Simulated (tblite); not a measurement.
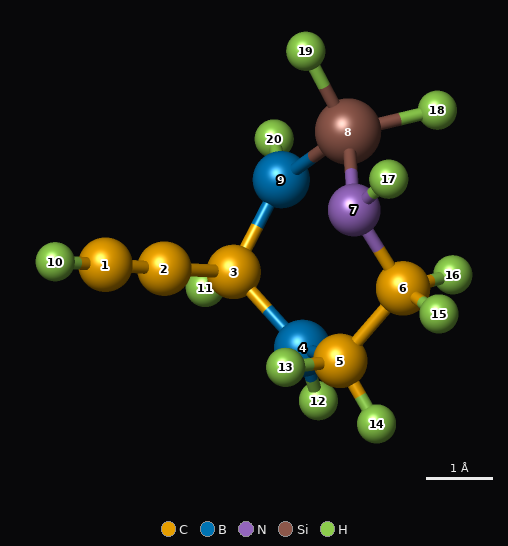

The input geometry (ball-and-stick view, seen at a tilt; atoms are numbered from 1 in the order of the input).

**Geometry relaxation, with input and output: C5H11B2NSi**

System: C5H11B2NSi.
Method: GFN2-xTB geometry optimisation, gas phase (tblite 0.8.0).

It belongs to a series of runs on one base structure; here: SiH2 inserted into a N-B bond.

**Input**
```
{"job": {"kind": "relax", "xc": "GFN2-xTB", "basis": "xTB"}, "charge": 0, "multiplicity": 1}
C      2.444900     0.667300     1.741600
C      2.041300     0.355600     0.636900
C      1.580500    -0.041100    -0.683000
B      0.514100     1.032500    -1.253000
C     -0.697500     1.591000    -0.352600
C     -1.785000     0.549200    -0.061400
N     -1.352000    -0.361400     1.006900
Si    -0.669100    -1.889200     0.348000
B      0.954900    -1.507200    -0.646800
H      2.773400     0.948900     2.708600
H      2.439100    -0.057600    -1.375700
H      0.710600     1.509000    -2.300900
H     -0.306400     2.018100     0.597600
H     -1.155200     2.424500    -0.934000
H     -2.681400     1.116000     0.292400
H     -2.096400     0.018200    -0.973900
H     -2.199000    -0.642400     1.558600
H     -1.659900    -2.522600    -0.554900
H     -0.365600    -2.815400     1.449500
H      1.503600    -2.382700    -1.207000
```

The first line tells a small driver script what to run in tblite; the rest is the geometry in Å.

Launch command:
```bash
OMP_NUM_THREADS=1 python <driver script> task.json out
```

**Output**
```
step      E/eV     max force
  0    -634.66520    2.045
  1    -634.72909    4.712
  2    -634.82435    1.645
  3    -634.87756    0.835
  4    -634.90901    0.346
  5    -634.94070    0.491
  6    -634.95935    0.442
  7    -634.98096    0.313
  8    -634.99824    0.296
  9    -635.01182    0.274
 10    -635.02128    0.248
 11    -635.03024    0.227
 12    -635.03978    0.245
 13    -635.05055    0.272
 14    -635.06130    0.204
 15    -635.07100    0.206
 16    -635.07939    0.178
 17    -635.08689    0.195
 18    -635.09337    0.210
 19    -635.09834    0.181
 20    -635.10254    0.187
 21    -635.10607    0.327
 22    -635.11038    0.170
 23    -635.11622    0.190
 24    -635.13038    0.296
 25    -635.14014    0.281
 26    -635.15221    0.221
 27    -635.15974    0.212
 28    -635.16457    0.270
 29    -635.15885    0.835
 30    -635.17409    0.214
 31    -635.17857    0.195
 32    -635.18735    0.236
 33    -635.19121    0.205
 34    -635.19653    0.184
 35    -635.20035    0.236
 36    -635.20339    0.140
 37    -635.20621    0.160
 38    -635.20872    0.093
 39    -635.21061    0.074
 40    -635.21237    0.118
 41    -635.21481    0.122
 42    -635.21672    0.095
 43    -635.21796    0.074
 44    -635.21867    0.068
 45    -635.21936    0.074
 46    -635.22013    0.062
 47    -635.22091    0.074
 48    -635.22180    0.108
 49    -635.22305    0.140
 50    -635.22478    0.138
 51    -635.22663    0.094
 52    -635.22801    0.092
 53    -635.22886    0.081
 54    -635.22966    0.086
 55    -635.23070    0.080
 56    -635.23174    0.073
 57    -635.23249    0.067
 58    -635.23300    0.064
 59    -635.23348    0.110
 60    -635.23407    0.068
 61    -635.23492    0.047
 62    -635.23526    0.043
 63    -635.23573    0.062
 64    -635.23633    0.075
 65    -635.23727    0.101
 66    -635.23824    0.084
 67    -635.23896    0.051
 68    -635.23940    0.044
 69    -635.23978    0.060
 70    -635.24026    0.079
 71    -635.24081    0.066
 72    -635.24129    0.056
 73    -635.24171    0.058
 74    -635.24215    0.052
 75    -635.24272    0.071
 76    -635.24345    0.064
 77    -635.24425    0.076
 78    -635.24501    0.075
 79    -635.24570    0.074
 80    -635.24630    0.074
 81    -635.24679    0.051
 82    -635.24724    0.037
 83    -635.24770    0.043
 84    -635.24806    0.042
 85    -635.24854    0.048
 86    -635.24902    0.046
 87    -635.24951    0.051
 88    -635.24989    0.046
 89    -635.25017    0.035
 90    -635.25038    0.035
 91    -635.25060    0.032
 92    -635.25081    0.033
 93    -635.25099    0.028
 94    -635.25113    0.028
 95    -635.25124    0.025
 96    -635.25134    0.021
 97    -635.25142    0.016
 98    -635.25146    0.012
 99    -635.25149    0.016
100    -635.25152    0.015
101    -635.25155    0.015
102    -635.25158    0.017
103    -635.25161    0.010
104    -635.25163    0.019
105    -635.25164    0.047
106    -635.25167    0.015
107    -635.25169    0.027
108    -635.25173    0.029
109    -635.25174    0.014
110    -635.25176    0.010
111    -635.25177    0.017
112    -635.25179    0.021
113    -635.25181    0.015
114    -635.25183    0.008
```

**Trajectory as extended XYZ (Å, eV, eV/Å), 5 of the 115 frames kept, from step=0 to step=114**
```
20
Properties=species:S:1:pos:R:3:forces:R:3 step=0 energy=-634.66520
C     2.4449    0.6673    1.7416   -0.6110  -0.4360  -1.4870
C     2.0413    0.3556    0.6369    0.4280   0.3320   1.6900
C     1.5805   -0.0411   -0.6830   -0.0310   0.1400  -0.7420
B     0.5141    1.0325   -1.2530    0.1510  -0.1630   0.9860
C    -0.6975    1.5910   -0.3526    0.6900   0.4290  -0.8710
C    -1.7850    0.5492   -0.0614   -0.5430   0.6250   0.8280
N    -1.3520   -0.3614    1.0069   -1.1640  -1.6550  -0.2990
Si   -0.6691   -1.8892    0.3480    0.2070   0.8190   0.2930
B     0.9549   -1.5072   -0.6468    0.0960   0.3020   0.1720
H     2.7734    0.9489    2.7086   -0.0850  -0.0950  -0.4190
H     2.4391   -0.0576   -1.3757    0.0760   0.1530   0.3230
H     0.7106    1.5090   -2.3009   -0.0650  -0.1260  -0.1820
H    -0.3064    2.0181    0.5976   -0.3940  -0.4020  -0.4890
H    -1.1552    2.4245   -0.9340    0.0400  -0.3910   0.5650
H    -2.6814    1.1160    0.2924    0.4290  -0.3930  -0.1140
H    -2.0964    0.0182   -0.9739    0.1500   0.1580   0.0040
H    -2.1990   -0.6424    1.5586    1.0650   0.5970  -0.3980
H    -1.6599   -2.5226   -0.5549   -0.1650  -0.1280   0.1040
H    -0.3656   -2.8154    1.4495   -0.3210   0.0890   0.1490
H     1.5036   -2.3827   -1.2070    0.0460   0.1450  -0.1120
20
Properties=species:S:1:pos:R:3:forces:R:3 step=28 energy=-635.16457
C     2.3363    0.6104    1.8032    0.0050  -0.0290   0.0750
C     1.9472    0.3517    0.7003    0.0520  -0.0240  -0.0550
C     1.5991    0.0250   -0.6680    0.0240   0.0630  -0.0300
B     0.4472    0.9307   -1.2708   -0.0030  -0.0300   0.0830
C    -0.6380    1.5870   -0.3221    0.0560  -0.0290  -0.0390
C    -1.8446    0.6138   -0.1258    0.0080   0.1340  -0.0530
N    -1.5746   -0.5344    0.6955   -0.1550   0.0960   0.1990
Si   -0.6091   -1.9135    0.3006   -0.0560   0.0380  -0.1190
B     1.0098   -1.4499   -0.6850    0.0820   0.0460  -0.0970
H     2.6741    0.8292    2.7723   -0.0540   0.0310  -0.0110
H     2.5138    0.0905   -1.2687   -0.0170   0.0350   0.0100
H     0.3969    1.0320   -2.4469   -0.1030   0.0230   0.1970
H    -0.2545    1.8249    0.6737    0.0360  -0.0680  -0.0260
H    -1.0406    2.5199   -0.7319    0.0030  -0.1470  -0.0300
H    -2.6644    1.1755    0.3362    0.0230   0.0050  -0.0440
H    -2.1874    0.2967   -1.1156    0.0230  -0.1570   0.0240
H    -1.7453   -0.3471    1.6732    0.0920  -0.0080  -0.1570
H    -1.4372   -2.8269   -0.5359   -0.0850   0.0710   0.0600
H    -0.4679   -2.5782    1.6014    0.0130  -0.0270   0.0650
H     1.5342   -2.2268   -1.3887    0.0590  -0.0240  -0.0510
20
Properties=species:S:1:pos:R:3:forces:R:3 step=57 energy=-635.23249
C     2.2625    0.5883    1.8452   -0.0070  -0.0030  -0.0050
C     1.9480    0.3452    0.7147    0.0190   0.0060  -0.0070
C     1.6265    0.0281   -0.6615    0.0040   0.0370   0.0060
B     0.4430    0.8961   -1.2584   -0.0210  -0.0340   0.0290
C    -0.6380    1.5452   -0.3160   -0.0120   0.0040  -0.0120
C    -1.8412    0.5734   -0.1335    0.0150  -0.0190   0.0000
N    -1.5733   -0.5073    0.7731    0.0160  -0.0040   0.0350
Si   -0.6105   -1.8694    0.2870   -0.0280  -0.0320   0.0010
B     1.0156   -1.4367   -0.7287   -0.0190   0.0270  -0.0420
H     2.5472    0.8190    2.8284   -0.0270  -0.0010  -0.0120
H     2.5376    0.1262   -1.2611    0.0050  -0.0130   0.0210
H     0.3289    0.9648   -2.4266    0.0040   0.0050   0.0440
H    -0.2596    1.7628    0.6864   -0.0200   0.0570  -0.0280
H    -1.0384    2.4724   -0.7294    0.0210   0.0170  -0.0090
H    -2.7028    1.1431    0.2358    0.0400  -0.0210   0.0020
H    -2.1149    0.1386   -1.0984   -0.0170   0.0230  -0.0070
H    -1.4467   -0.1663    1.7147    0.0200  -0.0110  -0.0190
H    -1.5657   -2.6400   -0.5465    0.0100  -0.0050   0.0150
H    -0.4339   -2.5892    1.5579   -0.0060  -0.0070  -0.0050
H     1.5106   -2.1836   -1.4861    0.0030  -0.0240  -0.0080
20
Properties=species:S:1:pos:R:3:forces:R:3 step=86 energy=-635.24902
C     2.1195    0.5780    1.9076   -0.0070   0.0000  -0.0070
C     1.8592    0.3141    0.7684    0.0080   0.0310   0.0170
C     1.6094    0.0000   -0.6206    0.0140  -0.0060  -0.0090
B     0.4544    0.8704   -1.2743   -0.0060  -0.0040   0.0020
C    -0.6359    1.5720   -0.3845   -0.0070  -0.0120   0.0150
C    -1.7913    0.5725   -0.0760   -0.0120   0.0040   0.0070
N    -1.4395   -0.4931    0.8187    0.0120   0.0080   0.0280
Si   -0.5921   -1.9040    0.2615   -0.0030  -0.0120  -0.0140
B     0.9976   -1.4512   -0.8033   -0.0210   0.0110  -0.0100
H     2.3553    0.8187    2.9005   -0.0200  -0.0090   0.0220
H     2.5477    0.1269   -1.1696    0.0140  -0.0150  -0.0400
H     0.3702    0.9064   -2.4442    0.0160   0.0000  -0.0130
H    -0.2528    1.9161    0.5792    0.0060   0.0000   0.0110
H    -1.0843    2.4339   -0.8833   -0.0080  -0.0210   0.0000
H    -2.6234    1.1335    0.3644   -0.0120   0.0430  -0.0100
H    -2.1459    0.1273   -1.0095    0.0040  -0.0060   0.0090
H    -1.1786   -0.1341    1.7256   -0.0090  -0.0050  -0.0230
H    -1.6354   -2.6100   -0.5211    0.0350   0.0110   0.0140
H    -0.3873   -2.6469    1.5139    0.0040  -0.0160  -0.0020
H     1.4479   -2.1196   -1.6566   -0.0100  -0.0030   0.0030
20
Properties=species:S:1:pos:R:3:forces:R:3 step=114 energy=-635.25183
C     2.0659    0.5711    1.9146   -0.0020  -0.0010  -0.0030
C     1.8522    0.3162    0.7636    0.0020  -0.0020   0.0020
C     1.6211   -0.0013   -0.6280   -0.0050   0.0000  -0.0050
B     0.4633    0.8637   -1.2866   -0.0040   0.0060   0.0000
C    -0.6303    1.5635   -0.3972    0.0040   0.0040   0.0010
C    -1.7838    0.5731   -0.0564    0.0010   0.0010  -0.0010
N    -1.4208   -0.4887    0.8387    0.0030  -0.0010  -0.0030
Si   -0.5787   -1.8987    0.2685   -0.0010  -0.0030  -0.0030
B     0.9945   -1.4443   -0.8180   -0.0040   0.0010   0.0000
H     2.2626    0.8024    2.9184   -0.0010   0.0010   0.0050
H     2.5604    0.1201   -1.1771   -0.0010   0.0000  -0.0010
H     0.3899    0.9054   -2.4574    0.0020   0.0010  -0.0020
H    -0.2385    1.9253    0.5571    0.0050   0.0000  -0.0020
H    -1.0882    2.4147   -0.9057    0.0020  -0.0040   0.0010
H    -2.6021    1.1481    0.3935   -0.0040   0.0000  -0.0040
H    -2.1591    0.1212   -0.9782   -0.0030   0.0000  -0.0030
H    -1.1416   -0.1249    1.7374    0.0010   0.0000   0.0080
H    -1.6259   -2.5984   -0.5106   -0.0030  -0.0030   0.0050
H    -0.3636   -2.6535    1.5120    0.0040  -0.0030   0.0010
H     1.4174   -2.1045   -1.6915    0.0030   0.0030   0.0050
```

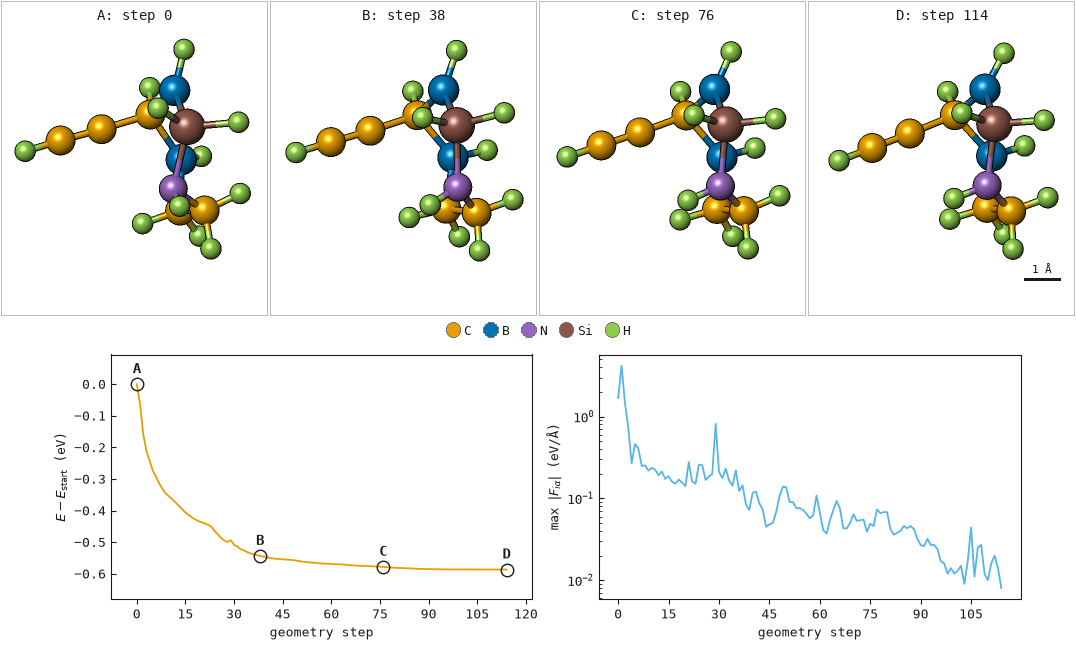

Frames of the relaxation (ball-and-stick view, seen at a tilt) above the curves, on which the letters mark them (steps are counted from 0).

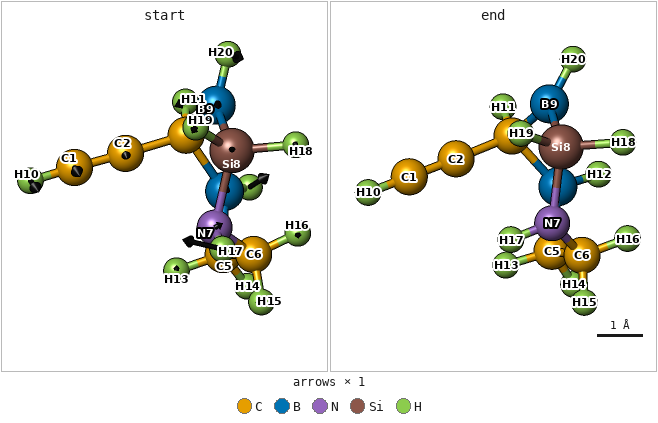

Before (left) and after (right) the relaxation, at one scale (ball-and-stick view, seen at a tilt). The black arrows give the displacements, at true length. Over 114 geometry steps the energy falls by 0.587 eV. The largest force component goes from 1.7 to 0.008 eV/Å. The largest move after the best rigid fit is that of H17, 1.20 Å. By element the largest moves are H 1.20 Å, C 0.42 Å, N 0.22 Å, B 0.18 Å, Si 0.11 Å. Among the contacts that change: N7–Si8 1.799 → 1.738 Å, N7–H17 1.049 → 1.009 Å, B4–C5 1.610 → 1.574 Å, C6–N7 1.469 → 1.435 Å. Among the angles that change: B4–C3–B9 111.1° → 99.1°, Si8–N7–H17 105.8° → 116.8°, C6–N7–Si8 111.8° → 121.2°. (Atoms are counted from 1 in the order of the input.)

**Key numbers**

```csv
quantity,value
outcome,converged
total energy,−635.2518 eV
hardware,"1 CPU thread, shared host"
wall time,1.7 s
peak memory,0.18 GiB
```
